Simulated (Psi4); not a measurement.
# InNH4 (SMILES [NH2][InH2]) at B2PLYP/def2-SVP (core potential, density fitting for correlation)

Aim: the energy change on altering one bond length of InNH4 at B2PLYP/def2-SVP (core potential, density fitting for correlation), from 2 runs. 

The calculation is run with Psi4 1.11.

2 further runs of the same task are left out: 2 set aside as unsound or not needed.

**1. Starting point**

The species is InNH4 (6 atoms), meant as a singlet with charge 0. As SMILES, `[NH2][InH2]`. The coordinates come from a PBE0-D4/def2-TZVP relaxation.

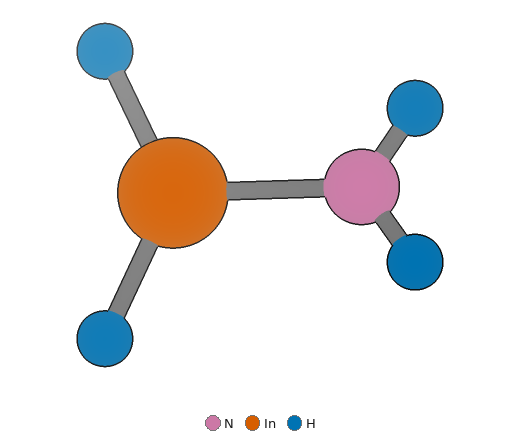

Viewed from a chosen angle; nitrogen pink, indium orange, hydrogen blue.

**2. The energy at B2PLYP/def2-SVP (core potential, density fitting for correlation)**

Input file job.py:

```python
import psi4

psi4.set_memory('2200 MB')
psi4.set_num_threads(1)
psi4.set_output_file('h4inn.out', False)

mol = psi4.geometry("""
0 1
N     -0.17423275    -2.00405456     0.06916398
In     0.18009090     1.76859468    -0.09127377
H     -1.13005622    -2.93455570     1.42371966
H      0.58940558    -3.20743215    -1.18920465
H      1.91334770     2.87332857    -2.59024760
H     -1.29899774     3.38317668     2.29053704
units bohr
symmetry c1
""")

psi4.set_options({
    'puream': True,
    'e_convergence': 1e-09,
    'd_convergence': 1e-08,
    'scf_type': 'pk',
    'dft_radial_points': 99,
    'dft_spherical_points': 590,
    'num_frozen_docc': 5,
})

energy_value = psi4.energy("b2plyp/def2-SVP")
print('E =', round(energy_value, 9))
```

Run with:

```console
$ python job.py
```

h4inn.out, shortened:

```text
[...]
    !!!  WARNING: ECP capability is in beta. Please check occupations closely.  !!!
[...]
  Running in c1 symmetry.
[...]
  Nuclear repulsion =   70.741603796292026
[...]
  Multiplicity = 1
[...]
  Nalpha       = 16
  Nbeta        = 16
[...]
    Number of basis functions: 60
[...]
   @RKS iter   1:  -246.56046061627271   -1.17075e+00   1.15611e-02 DIIS/ADIIS
[...]
   @RKS iter  10:  -246.78409401202589   -2.90186e-11   8.16170e-09 DIIS
[...]
    Orbital Energies [Eh]
    ---------------------
    Doubly Occupied:
       1A    -14.804608     2A     -4.958305     3A     -3.305552
       4A     -3.296507     5A     -3.296234     6A     -0.926573
       7A     -0.868494     8A     -0.862951     9A     -0.862016
      10A     -0.860863    11A     -0.844101    12A     -0.525661
      13A     -0.491361    14A     -0.370726    15A     -0.340009
      16A     -0.291995
[...]
  @RKS Final Energy:  -246.78409401202589
   => Energetics <=
    Nuclear Repulsion Energy =             70.7416037962920257
    One-Electron Energy =                -552.6733327306855017
    Two-Electron Energy =                 247.2258042993327365
    DFT Exchange-Correlation Energy =     -12.0781693769651177
    Empirical Dispersion Energy =           0.0000000000000000
    VV10 Nonlocal Energy =                  0.0000000000000000
    Total Energy =                       -246.7840940120258892
[...]
 Multipole Moments:
 ------------------------------------------------------------------------------------
     Multipole            Electronic (a.u.)      Nuclear  (a.u.)        Total (a.u.)
 ------------------------------------------------------------------------------------
 L = 1.  Multiply by 2.5417464519 to convert [e a0] to [Debye]
 Dipole X            :          1.7582026           -1.7757233           -0.0175207
 Dipole Y            :         18.7500805          -18.9634003           -0.2133199
 Dipole Z            :         -0.7983474            0.8094175            0.0110701
 Magnitude           :                                                    0.2143243
[...]
```

Standard output:

```text
E = -246.876757672
```

It took 17 s on 1 thread of Intel Xeon at 2.50GHz (Skylake/Cascade Lake), shared host; peak memory 0.76 GiB.

**3. The distorted shape at the same level**

Input file input.json:

```json
{
  "schema_name": "qcschema_input",
  "schema_version": 1,
  "molecule": {
    "schema_name": "qcschema_molecule",
    "schema_version": 2,
    "symbols": ["N", "In", "H", "H", "H", "H"],
    "geometry": [-0.28876905, -1.82356303, 0.25790226, 0.0655546, 1.9490862, 0.09746451, -1.24459252, -2.75406418, 1.61245795, 0.58940558, -3.20743215, -1.18920465, 1.7988114, 3.05382009, -2.40150931, -1.41353404, 3.5636682, 2.47927532],
    "molecular_charge": 0,
    "molecular_multiplicity": 1,
    "fix_symmetry": "c1"
  },
  "driver": "energy",
  "model": {
    "method": "b2plyp",
    "basis": "def2-SVP"
  },
  "keywords": {
    "puream": true,
    "e_convergence": 1e-09,
    "d_convergence": 1e-08,
    "scf_type": "pk",
    "dft_radial_points": 99,
    "dft_spherical_points": 590,
    "num_frozen_docc": 5
  }
}
```

Run with:

```console
$ psi4 --qcschema input.json -n 1 --memory 2200MB
```

stdout, shortened:

```text
[...]
    !!!  WARNING: ECP capability is in beta. Please check occupations closely.  !!!
[...]
  Running in c1 symmetry.
[...]
  Nuclear repulsion =   70.056173940562459
[...]
  Multiplicity = 1
[...]
  Nalpha       = 16
  Nbeta        = 16
[...]
    Number of basis functions: 60
[...]
   @RKS iter   1:  -246.54498697322626   -1.22366e+00   1.14425e-02 DIIS/ADIIS
[...]
   @RKS iter  11:  -246.76947355929190   -7.10543e-13   2.69563e-09 DIIS
[...]
    Orbital Energies [Eh]
    ---------------------
    Doubly Occupied:
       1A    -14.816986     2A     -4.958376     3A     -3.305560
       4A     -3.296577     5A     -3.296383     6A     -0.914045
       7A     -0.868400     8A     -0.863035     9A     -0.862007
      10A     -0.860943    11A     -0.835903    12A     -0.505362
      13A     -0.483232    14A     -0.368525    15A     -0.339581
      16A     -0.290226
[...]
  @RKS Final Energy:  -246.76947355929190
   => Energetics <=
    Nuclear Repulsion Energy =             70.0561739405624593
    One-Electron Energy =                -551.3735327676834004
    Two-Electron Energy =                 246.5990976490534763
    DFT Exchange-Correlation Energy =     -12.0512123812244436
    Empirical Dispersion Energy =           0.0000000000000000
    VV10 Nonlocal Energy =                  0.0000000000000000
    Total Energy =                       -246.7694735592918960
[...]
 Multipole Moments:
 ------------------------------------------------------------------------------------
     Multipole            Electronic (a.u.)      Nuclear  (a.u.)        Total (a.u.)
 ------------------------------------------------------------------------------------
 L = 1.  Multiply by 2.5417464519 to convert [e a0] to [Debye]
 Dipole X            :          1.6784924           -1.6889732           -0.0104807
 Dipole Y            :         18.8819126          -19.1001051           -0.2181926
 Dipole Z            :         -0.6663755            0.6664665            0.0000910
 Magnitude           :                                                    0.2184441
[...]
```

The result, in JSON:

```text
{
 "driver": "energy",
 "model": {
  "method": "b2plyp",
  "basis": "def2-SVP"
 },
 "success": true,
 "return_result": -246.86381201634237,
 "properties": {
  "calcinfo_nbasis": 60,
  "calcinfo_nmo": 60,
  "calcinfo_nalpha": 16,
  "calcinfo_nbeta": 16,
  "calcinfo_natom": 6,
  "nuclear_repulsion_energy": 70.05617394056246,
  "return_energy": -246.86381201634237,
  "scf_one_electron_energy": -551.3735327676834,
  "scf_two_electron_energy": 246.59909764905348,
  "scf_xc_energy": -12.051212381224444,
  "scf_dipole_moment": [-0.010480735868705349, -0.2181925533972766, 9.102825114593038e-05],
  "scf_total_energy": -246.7694735592919,
  "scf_iterations": 11
 }
}
```

It took 16 s on 1 thread of Intel Xeon at 2.50GHz (Skylake/Cascade Lake), shared host; peak memory 0.75 GiB.

**4. Outcome**

At B2PLYP/def2-SVP (core potential, density fitting for correlation), 5 core orbitals frozen:

| quantity | value |
| --- | --- |
| first shape: total energy | -246.87676 Eh |
| first shape: HOMO energy (SCF part's orbitals) | -7.95 eV |
| first shape: LUMO energy (SCF part's orbitals) | -0.04 eV |
| first shape: HOMO–LUMO gap (SCF part's orbitals) | 7.90 eV |
| distorted shape: total energy | -246.86381 Eh |
| distorted shape: HOMO energy (SCF part's orbitals) | -7.90 eV |
| distorted shape: LUMO energy (SCF part's orbitals) | -0.03 eV |
| distorted shape: HOMO–LUMO gap (SCF part's orbitals) | 7.87 eV |
| energy change with the N1–H4 bond stretched from 1.006 to 1.157 Å | 0.352 eV |

What this shows: With the N1–H4 bond stretched from 1.006 to 1.157 Å the energy rises by 0.35 eV (34.0 kJ/mol). The first shape isn't relaxed at this level, so the change isn't measured from a minimum.
